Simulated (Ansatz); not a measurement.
**AlH (SMILES [AlH]): wB97X/3-21G**

What is the energy change on altering one bond length of AlH at wB97X/3-21G? 

The calculation is run with Ansatz 0.2.0.

53 further runs of the same task are left out: 53 set aside as unsound or not needed.

## Step 1: The structure to begin with

AlH: 2 atoms, total charge 0, spin state singlet. SMILES: `[AlH]`. The shape comes from GFN2-xTB, which is rough for such elements, and wasn't checked as a minimum.

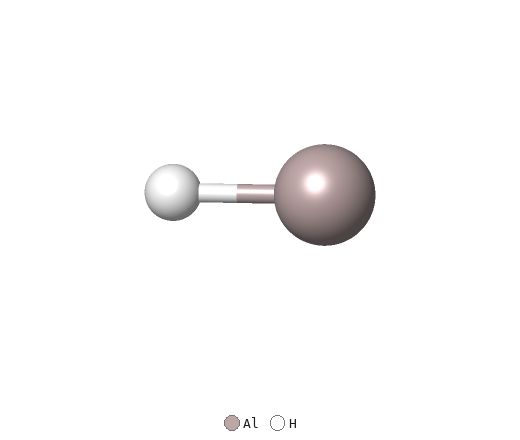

Viewed from a chosen angle; aluminium light grey, hydrogen white.

## Step 2: A single-point energy at wB97X/3-21G

Input file run.yaml:

```yaml
crystal:
  periodic: [false, false, false]
  atoms:
    - symbol: Al
      position_ang: [0.000000, 0.000000, 0.000000]
    - symbol: H
      position_ang: [0.000000, 0.000000, 1.613470]
basis:
  gaussian: {orbitals: 3-21G.json}
accuracy: high
hamiltonian: {xc: {name: wB97X}}
```

The basis set 3-21G is read from a file made from the Basis Set Exchange's data (not shown).

Started as:

```console
$ ansatz run run.yaml --threads 1 --pin off --max-ram 2610MiB --events-out events.jsonl --progress --plain --runs-dir runs
```

What it wrote:

```text
Warning: RAYON_NUM_THREADS=1 ignored (pool sized by the plan → 1); use --threads N
Functional definition: wB97X
  name "wB97X"
  parameter omega = 0.3/bohr
  parameter cx = 0.157706
  parameter cx1 = 0.726479
  parameter cx2 = 1.04760
  parameter cx3 = -5.70635
  parameter cx4 = 13.2794
  parameter css1 = -4.33879
  parameter css2 = 18.2308
  parameter css3 = -31.7430
  parameter css4 = 17.2901
  parameter cos1 = 2.37031
  parameter cos2 = -11.3995
  parameter cos3 = 6.58405
  parameter cos4 = -3.78132
  exchange = spin_sum(e_x_unif_sr(omega)*poly(b97_u_x, 1 - cx, cx1, cx2, cx3, cx4)) + cx*exact_x_sr(omega)
      + exact_x_lr(omega)
  correlation = spin_sum(e_c_pw_same_spin*poly(b97_u_same, 1, css1, css2, css3, css4))
      + integral(e_c_pw_opposite_spin*poly(b97_u_opposite, 1, cos1, cos2, cos3, cos4))
280 factors; integrals over basis functions are off by at most 2.6e-9 eV
121 factors; integrals over basis functions are off by at most 9.4e-10 eV
mean field evaluation 1: about -6574.3943 eV, gradient 6.7e0 eV
mean field evaluation 2: about -6574.6484 eV, gradient 1.2e0 eV
mean field evaluation 4: about -6574.6549 eV, gradient 2.7e-1 eV
mean field evaluation 8: about -6574.6556 eV, gradient 9.3e-4 eV
mean field evaluation 16: about -6574.6556 eV, gradient 4.3e-8 eV
mean field -6574.65563402 eV, -241.6141380887 hartree, gradient 4.3e-8 eV, S^2 0.000000; 0 other end points of the search recorded, 0 dependent functions left out
reference -6574.65563193 eV, -241.6141380117 hartree; 7, 7 occupied and 8, 8 virtual orbitals, 280 factors
Total energy: -6574.65563193 eV, -241.6141380117 hartree
```

It took 2.1 s on 1 thread of Intel Xeon Platinum 8259CL at 2.50GHz (Skylake/Cascade Lake), shared host; peak memory 0.18 GiB.

## Step 3: The distorted shape

Input file in.yaml:

```yaml
crystal:
  periodic: [false, false, false]
  atoms:
    - {symbol: Al, position_ang: [0.000000, 0.000000, -0.403330]}
    - {symbol: H, position_ang: [0.000000, 0.000000, 1.613470]}
basis:
  gaussian:
    orbitals: 3-21G.json
accuracy: high
hamiltonian:
  xc: {name: wB97X}
```

The basis set 3-21G is read from a file made from the Basis Set Exchange's data (not shown).

Started as:

```console
$ ansatz run in.yaml --threads 1 --pin off --max-ram 2610MiB --events-out events.jsonl --progress --plain --runs-dir runs
```

What it wrote, cut to the lines that bear on the results:

```text
Warning: RAYON_NUM_THREADS=1 ignored (pool sized by the plan → 1); use --threads N
[... 2 set-up lines as earlier in the session ...]
[...]
      + exact_x_lr(omega)
[...]
      + integral(e_c_pw_opposite_spin*poly(b97_u_opposite, 1, cos1, cos2, cos3, cos4))
279 factors; integrals over basis functions are off by at most 2.6e-9 eV
121 factors; integrals over basis functions are off by at most 1.9e-9 eV
[...]
mean field -6574.32170209 eV, -241.6018663164 hartree, gradient 1.8e-8 eV, S^2 0.000000; 0 other end points of the search recorded, 0 dependent functions left out
reference -6574.32170002 eV, -241.6018662406 hartree; 7, 7 occupied and 8, 8 virtual orbitals, 279 factors
Total energy: -6574.32170002 eV, -241.6018662406 hartree
```

It took 2.8 s on 1 thread of Intel Xeon Platinum 8259CL at 2.50GHz (Skylake/Cascade Lake), shared host; peak memory 0.17 GiB.

## Step 4: Results

At wB97X/3-21G:

```
                                                          quantity          value
                                         first shape: total energy  -241.61414 Eh
                                     distorted shape: total energy  -241.60187 Eh
energy change with the Al1–H2 bond stretched from 1.613 to 2.017 Å       0.334 eV
```

What this shows: With the Al1–H2 bond stretched from 1.613 to 2.017 Å the energy rises by 0.33 eV (7.7 kcal/mol). The first shape isn't relaxed at this level, so the change isn't measured from a minimum.
